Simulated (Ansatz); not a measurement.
# BBrF2 (SMILES FB(F)Br): B2PLYP/aug-cc-pVDZ

What is the electronic atomisation energy of BBrF2 at B2PLYP/aug-cc-pVDZ? 

Program for the calculation: Ansatz 0.2.0.

45 further runs of the same task are left out: 3 that didn't finish, 42 set aside as unsound or not needed.

## 1. The molecule

The species is BBrF2 (4 atoms), meant as a singlet with charge 0. As SMILES, `FB(F)Br`. The shape is that of a PBE0-D4/def2-TZVP optimisation.

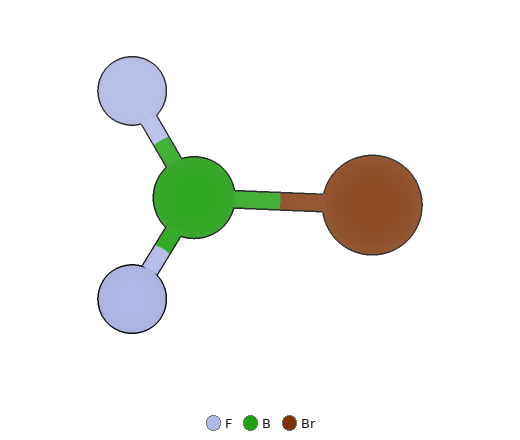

Viewed from a chosen angle; fluorine light blue, boron green, bromine brown.

## 2. A single-point energy at B2PLYP/aug-cc-pVDZ

File run.yaml:

```yaml
crystal:
  periodic: [false, false, false]
  atoms:
    - {symbol: F, position_ang: [-0.215650, -1.366490, -0.109870]}
    - {symbol: B, position_ang: [-0.127940, -0.063330, -0.022770]}
    - {symbol: F, position_ang: [-1.212420, 0.659630, -0.144250]}
    - {symbol: Br, position_ang: [1.556010, 0.770190, 0.276890]}
basis:
  gaussian:
    orbitals: aug-cc-pVDZ
hamiltonian:
  xc: {name: B2PLYP}
output: {orbitals: {seedname: orbitals}}
correlation:
  frozen_orbitals: {B: 1, Br: 9, F: 1}
accuracy: high
```

Launch:

```console
ansatz run run.yaml --threads 1 --pin off --max-ram 3480MiB --events-out events.jsonl --progress --plain --runs-dir runs
```

Output:

```text
Warning: RAYON_NUM_THREADS=1 ignored (pool sized by the plan → 1); use --threads N
Functional definition: B2PLYP
  name "B2PLYP"
  parameter a = 0.53
  parameter c = 0.27
  exchange = (1 - a)*b88_x + a*exact_x
  correlation = (1 - c)*lyp_c + c*(mp2_os + mp2_ss)
2019 factors; integrals over basis functions are off by at most 4.3e-9 eV
mean field evaluation 1: about -76136.9308 eV, gradient 3.5e1 eV
mean field evaluation 2: about -76137.0960 eV, gradient 3.6e1 eV
mean field evaluation 4: about -76139.0463 eV, gradient 1.1e0 eV
mean field evaluation 8: about -76139.0586 eV, gradient 2.2e-2 eV
mean field evaluation 16: about -76139.0586 eV, gradient 2.3e-6 eV
mean field -76139.05862741 eV, -2798.0587956496 hartree, gradient 2.1e-8 eV, S^2 0.000000; 0 other end points of the search recorded, 0 dependent functions left out
12 core orbitals not correlated: weight in the atoms' cores, before any rotation towards them, 1.000 or more for the frozen orbitals, at most 0.000 for the correlated occupied ones
reference -76139.05865114 eV, -2798.0587965217 hartree; 17, 17 occupied and 76, 76 virtual orbitals, 2019 factors
second order -20.39255339 eV of doubles, -0.00000000 eV of singles
Total energy: -76144.56464055 eV, -2798.2611379007 hartree
```

It took 14 s on 1 thread of Arm Neoverse V1, shared host; peak memory 0.37 GiB.

## 3. The B atom, same level

File input.yaml:

```yaml
crystal:
  periodic: [false, false, false]
  atoms:
    - {symbol: B, position_ang: [0.000000, 0.000000, 0.000000]}
basis:
  gaussian: {orbitals: aug-cc-pVDZ}
magnetization: {spin_polarized: true, initial_magnetization: 1}
hamiltonian: {xc: {name: B2PLYP}}
correlation: {frozen_orbitals: {B: 1}}
accuracy: high
```

Launch:

```console
ansatz run input.yaml --threads 1 --pin off --max-ram 3480MiB --events-out events.jsonl --progress --plain --runs-dir runs
```

Output:

```text
Warning: RAYON_NUM_THREADS=1 ignored (pool sized by the plan → 1); use --threads N
[... 6 set-up lines as earlier in the session ...]
189 factors; integrals over basis functions are off by at most 2.3e-9 eV
mean field evaluation 1: about -669.7563 eV, gradient 2.9e0 eV
mean field evaluation 2: about -669.7566 eV, gradient 2.9e0 eV
mean field evaluation 4: about -669.8929 eV, gradient 7.8e-2 eV
mean field evaluation 8: about -669.8927 eV, gradient 1.2e-3 eV
mean field evaluation 16: about -669.8927 eV, gradient 6.5e-9 eV
mean field -669.89272975 eV, -24.6181037488 hartree, gradient 6.5e-9 eV, S^2 0.755576; 0 other end points of the search recorded, 0 dependent functions left out
1 core orbitals not correlated: weight in the atoms' cores, before any rotation towards them, 1.000 or more for the frozen orbitals, at most 0.000 for the correlated occupied ones
reference -669.89274783 eV, -24.6181044133 hartree; 2, 1 occupied and 20, 21 virtual orbitals, 189 factors
second order -1.34855187 eV of doubles, -0.00000000 eV of singles
Total energy: -670.25685684 eV, -24.6314851724 hartree
```

Wall time 0.5 s (1 thread of Arm Neoverse V1, shared host).

## 4. The Br atom

File run.yaml:

```yaml
crystal:
  periodic: [false, false, false]
  atoms:
    - {symbol: Br, position_ang: [0.000000, 0.000000, 0.000000]}
basis:
  gaussian:
    orbitals: aug-cc-pVDZ
total_charge: 0
magnetization:
  spin_polarized: true
  initial_magnetization: 1
hamiltonian:
  xc: {name: B2PLYP}
correlation:
  frozen_orbitals: {Br: 9}
accuracy: high
```

Run the same way, it converges to -2573.66319 Eh (log not shown).

## 5. The F atom at the same level

File job.yaml:

```yaml
crystal:
  periodic: [false, false, false]
  atoms:
    - symbol: F
      position_ang: [0.000000, 0.000000, 0.000000]
basis:
  gaussian: {orbitals: aug-cc-pVDZ}
hamiltonian: {xc: {name: B2PLYP}}
accuracy: high
magnetization: {spin_polarized: true, initial_magnetization: 1}
correlation: {frozen_orbitals: {F: 1}}
```

Run the same way, it converges to -99.67564 Eh (log not shown).

## 6. What came out

Level: B2PLYP/aug-cc-pVDZ, 12 core orbitals frozen.

```
                                     quantity           value
                       molecule: total energy  -2798.26114 Eh
  molecule: HOMO energy (SCF part's orbitals)       -10.24 eV
  molecule: LUMO energy (SCF part's orbitals)         0.32 eV
molecule: HOMO–LUMO gap (SCF part's orbitals)        10.56 eV
                         B atom: total energy    -24.63149 Eh
                                 B atom: ⟨S²⟩           0.756
                        Br atom: total energy  -2573.66319 Eh
                                Br atom: ⟨S²⟩           0.753
                         F atom: total energy    -99.67564 Eh
                                 F atom: ⟨S²⟩           0.752
                electronic atomisation energy       16.740 eV
```

Taking the molecule apart into free atoms costs 16.74 eV (386 kcal/mol), before zero-point energy and without spin-orbit coupling.
